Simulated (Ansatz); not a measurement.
## CH7NOSn: geometry relaxation (part 2 of 2)

The same run, continued: CH7NOSn; RKS PBE0/def2-SVP (Ansatz 0.2.0). The input holds or restrains some coordinates. It belongs to a series of runs on one base structure; here: pulled along the bonds that form and break, towards end A.

Geometry of the input (Å):
```
Sn -1.0959  0.3587  -1.1648
N  -0.6254  -0.1423  1.1914
O  0.5414  -0.8878  -1.6570
C  1.2204  -0.4975  -0.6586
H  0.5331  -0.2936  0.5423
H  -2.8413  0.8925  -0.1321
H  -0.0218  1.8440  -0.7739
H  -0.8333  -0.9686  1.7319
H  -0.4851  0.6366  1.8171
H  1.8737  0.3701  -0.7774
H  1.7342  -1.3121  -0.1189
```

Trajectory as extended XYZ, continued:
```
11
Properties=species:S:1:pos:R:3:forces:R:3 step=4 energy=-10506.29438
Sn   -1.4684    0.5524   -0.8489    4.4392  -0.9965   1.3901
N    -1.0715   -0.0147    1.1639    0.9831  -0.1517   1.3033
O     0.5444   -0.8408   -1.5623    0.1124   0.1806   0.6183
C     1.5476   -0.6136   -0.6018   -4.2146   1.4509  -1.7072
H     1.0045   -0.3587    0.3084   -1.1109   0.7831   1.4258
H    -2.9349    0.8984   -0.1553   -1.3217   0.1487  -0.4627
H    -0.1599    1.8044   -0.8120   -1.0817  -0.0372  -0.2519
H    -0.8970   -0.9162    1.6572   -0.6919   0.4553  -0.9663
H    -0.5001    0.6212    1.7522   -0.3180  -0.1199  -0.8410
H     2.0194    0.3532   -0.7856    1.5199  -0.3402  -0.1522
H     1.9158   -1.4856   -0.1158    1.6843  -1.3731  -0.3563
11
Properties=species:S:1:pos:R:3:forces:R:3 step=5 energy=-10507.00662
Sn   -1.4946    0.6079   -0.7439    3.1674  -1.4028   1.4594
N    -1.0779    0.0093    1.2131    0.2433   0.2118   0.5276
O     0.5407   -0.8102   -1.5075   -0.0538   0.1430   0.2770
C     1.5833   -0.6388   -0.5769   -3.4198   1.1746  -0.7600
H     1.0519   -0.3406    0.3411   -0.2106   0.3948   0.9818
H    -3.1025    0.9146   -0.2534   -0.3752  -0.1021  -0.8159
H    -0.2913    1.8512   -0.8403   -0.5831   0.4064  -0.1619
H    -0.9389   -0.9192    1.6242   -0.4057   0.1347  -0.5343
H    -0.4563    0.6185    1.7465    0.0275   0.0008  -0.2907
H     2.1659    0.2747   -0.8112    0.8573  -0.6900  -0.0524
H     2.0196   -1.5676   -0.1916    0.7528  -0.2711  -0.6305
11
Properties=species:S:1:pos:R:3:forces:R:3 step=6 energy=-10507.55958
Sn   -1.5137    0.6347   -0.6487    3.2520  -1.2965   1.1185
N    -1.0525    0.0345    1.2785   -0.3372   0.3785   0.0686
O     0.5070   -0.7688   -1.4587   -0.3310   0.2118   0.2002
C     1.5789   -0.6551   -0.5485   -2.4659   1.0325  -0.6166
H     1.0856   -0.3345    0.3876    0.3193   0.1030   0.7273
H    -3.1921    0.8849   -0.4242   -0.0941  -0.2509  -0.6634
H    -0.4059    1.9464   -0.8660   -0.5877   0.2513  -0.0587
H    -0.9579   -0.9253    1.6094   -0.2000   0.1297  -0.2925
H    -0.3795    0.6105    1.7720    0.1543  -0.0348  -0.0560
H     2.2619    0.1895   -0.8237    0.2155  -0.6656   0.0495
H     2.0684   -1.6168   -0.2778    0.0747   0.1410  -0.4769
11
Properties=species:S:1:pos:R:3:forces:R:3 step=7 energy=-10507.96732
Sn   -1.5007    0.6861   -0.6321    3.4129  -1.4649   1.3183
N    -1.0047    0.0755    1.2805   -0.5342   0.5780   0.1798
O     0.4215   -0.6894   -1.3566   -0.3336   0.1203  -0.3132
C     1.5684   -0.6843   -0.5144   -2.4178   1.2228  -0.1298
H     1.1595   -0.3907    0.4745    0.5748  -0.0883   0.4706
H    -3.2267    0.7480   -0.5571    0.2997  -0.2940  -0.5979
H    -0.5300    2.1030   -0.8599   -0.6102   0.0977  -0.0602
H    -0.9505   -0.8995    1.5788   -0.1421   0.2427  -0.2943
H    -0.2745    0.6088    1.7456   -0.0077  -0.1236  -0.0942
H     2.2908    0.1297   -0.7983   -0.0067  -0.6888   0.0025
H     2.0469   -1.6872   -0.3610   -0.2352   0.3982  -0.4816
11
Properties=species:S:1:pos:R:3:forces:R:3 step=8 energy=-10508.42987
Sn   -1.4706    0.7134   -0.5609    3.2835  -1.5123   0.6380
N    -0.9766    0.1177    1.3521   -0.5663   0.5295   0.1376
O     0.3876   -0.6210   -1.3580   -0.1829   0.3942   0.4735
C     1.5547   -0.6980   -0.4916   -2.3863   0.9714  -0.7205
H     1.1704   -0.4206    0.5080    0.6233  -0.1782   0.3394
H    -3.1988    0.6454   -0.7205    0.5108  -0.3120  -0.3193
H    -0.6682    2.2101   -0.8868   -0.4717  -0.0163   0.0710
H    -0.9424   -0.8797    1.5778   -0.0507   0.3492  -0.2076
H    -0.1864    0.5977    1.7847   -0.1758  -0.1940  -0.1642
H     2.3300    0.0616   -0.7809   -0.2135  -0.5097   0.0556
H     2.0003   -1.7268   -0.4239   -0.3706   0.4781  -0.3034
11
Properties=species:S:1:pos:R:3:forces:R:3 step=9 energy=-10508.79168
Sn   -1.4442    0.7381   -0.5561    3.4888  -1.5276   0.9185
N    -0.9272    0.1586    1.3685   -0.8946   0.5187   0.0610
O     0.3289   -0.5008   -1.2709   -0.0019   0.1587  -0.0023
C     1.5420   -0.7145   -0.4599   -2.6971   1.0767  -0.7092
H     1.2017   -0.4675    0.5613    0.7754  -0.2699   0.3010
H    -3.1374    0.5085   -0.8453    0.5333  -0.2882  -0.2006
H    -0.7999    2.3073   -0.8820   -0.3911  -0.0765   0.0527
H    -0.9228   -0.8463    1.5584    0.0031   0.3404  -0.1397
H    -0.1096    0.5975    1.7907   -0.1826  -0.1058  -0.1855
H     2.3538   -0.0101   -0.7631   -0.2297  -0.3079   0.0598
H     1.9146   -1.7708   -0.5014   -0.4036   0.4814  -0.1557
11
Properties=species:S:1:pos:R:3:forces:R:3 step=10 energy=-10509.00582
Sn   -1.4175    0.7862   -0.5204    3.2873  -1.8311   0.6201
N    -0.9052    0.2019    1.4050   -1.1294   0.5968  -0.1330
O     0.3223   -0.4195   -1.2557    0.1111   0.1378   0.1613
C     1.5314   -0.7390   -0.4464   -2.9846   1.2309  -0.9837
H     1.1861   -0.5215    0.5761    0.8309  -0.3187   0.3733
H    -3.0426    0.3642   -0.9357    0.4848  -0.1352  -0.0565
H    -0.9172    2.3919   -0.8688   -0.2667  -0.0349   0.0837
H    -0.8961   -0.8068    1.5461    0.0263   0.1501  -0.0609
H    -0.0631    0.6145    1.7901    0.0345   0.0143  -0.0379
H     2.3663   -0.0654   -0.7330   -0.1043  -0.2116   0.0924
H     1.8355   -1.8065   -0.5573   -0.2900   0.4017  -0.0588
11
Properties=species:S:1:pos:R:3:forces:R:3 step=11 energy=-10509.16499
Sn   -1.4074    0.8189   -0.5133    3.3440  -1.8861   0.6679
N    -0.8653    0.2566    1.4119   -1.2007   0.6390  -0.1480
O     0.3661   -0.2992   -1.2416   -0.1086   0.1631  -0.0061
C     1.5109   -0.7665   -0.4386   -2.7715   1.4482  -0.9539
H     1.1740   -0.6065    0.5941    0.7305  -0.3616   0.4301
H    -2.9358    0.2151   -1.0129    0.2942  -0.0651   0.0008
H    -1.0948    2.4723   -0.8277   -0.1350  -0.0464   0.0374
H    -0.8774   -0.7492    1.5602    0.0367   0.0687  -0.0191
H     0.0028    0.6490    1.7613   -0.0039   0.0159  -0.0637
H     2.4075   -0.1545   -0.6596   -0.0725  -0.1251   0.0586
H     1.7195   -1.8361   -0.6339   -0.1133   0.1495  -0.0041
11
Properties=species:S:1:pos:R:3:forces:R:3 step=12 energy=-10509.22472
Sn   -1.3942    0.8571   -0.4965    3.3007  -1.9999   0.5916
N    -0.8419    0.3028    1.4292   -1.1591   0.7461  -0.1371
O     0.4261   -0.1418   -1.2228    0.0128   0.0396   0.0213
C     1.4952   -0.7909   -0.4324   -2.8697   1.6830  -0.8999
H     1.1320   -0.6933    0.6003    0.7261  -0.4540   0.3734
H    -2.8038    0.0703   -1.0531    0.0704  -0.0003   0.0091
H    -1.2690    2.5292   -0.8211   -0.0224  -0.0550   0.0513
H    -0.8568   -0.7004    1.5894    0.0101   0.0178  -0.0472
H     0.0619    0.6769    1.7005    0.0071  -0.0038   0.0085
H     2.4529   -0.2584   -0.5713   -0.0533  -0.0383   0.0137
H     1.5977   -1.8516   -0.7221   -0.0227   0.0648   0.0152
```

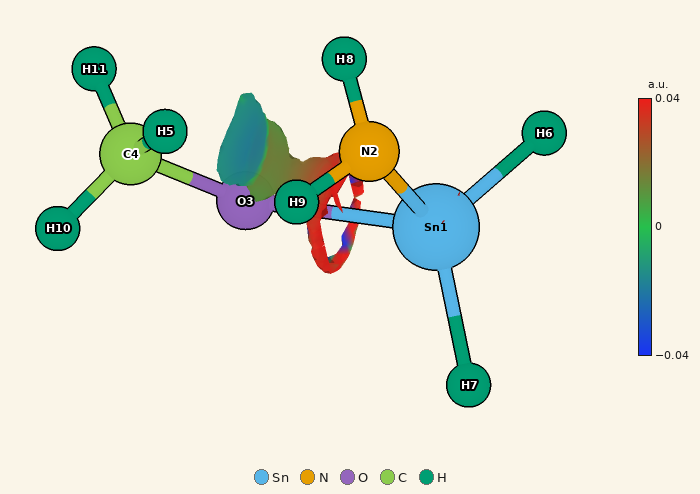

Non-covalent interaction (NCI) plot: the surface where the reduced density gradient is 0.5, for densities under 0.05 a.u., coloured by sign(λ₂)ρ; seen at an oblique angle.

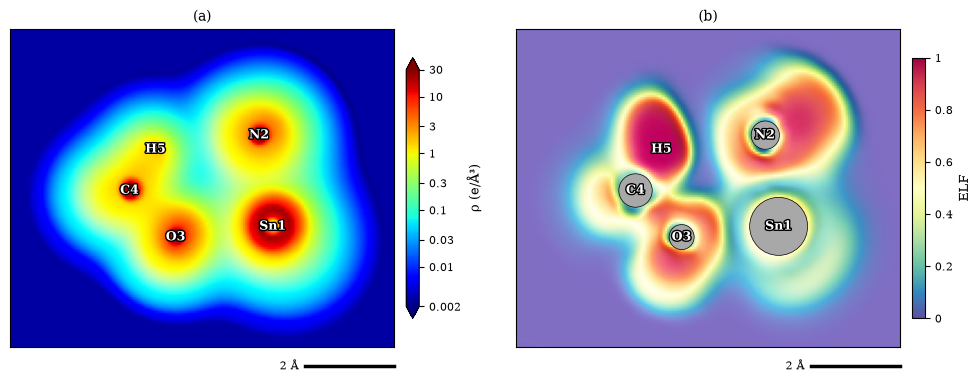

(a) total electron density; (b) electron localisation function on the plane of atoms N2, Sn1 and O3. Grey discs, where drawn, cover atomic cores. Atoms in the plane: Sn, N, O, C and H. Sn–N (2.08 Å): ρ is about 0.67 e/Å³ halfway; the ELF peaks at about 0.90 in the valence shell of N, 0.6 Å from its nucleus, and drops to about 0.15 between the two atoms. Sn–O (2.20 Å): ρ is about 0.47 e/Å³ halfway; the ELF peaks at about 0.80 in the valence shell of O, 0.6 Å from its nucleus, and drops to about 0.15 between the two atoms.

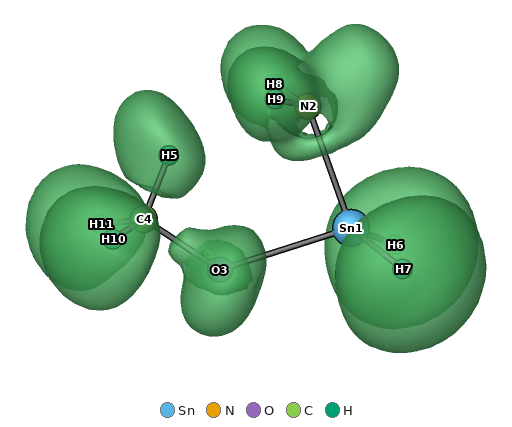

Isosurface of the electron localisation function at 0.75 (green), seen face on. Only the valence region is drawn (cores and ρ < 0.01 e/Å³ removed). Values along the shortest contacts: C–O (1.48 Å): the ELF peaks at about 0.85 between the atoms, which marks a polar covalent bond. Sn–N (2.08 Å): the ELF peaks at about 0.90 in the valence shell of N, 0.6 Å from its nucleus, and drops to about 0.15 between the two atoms.
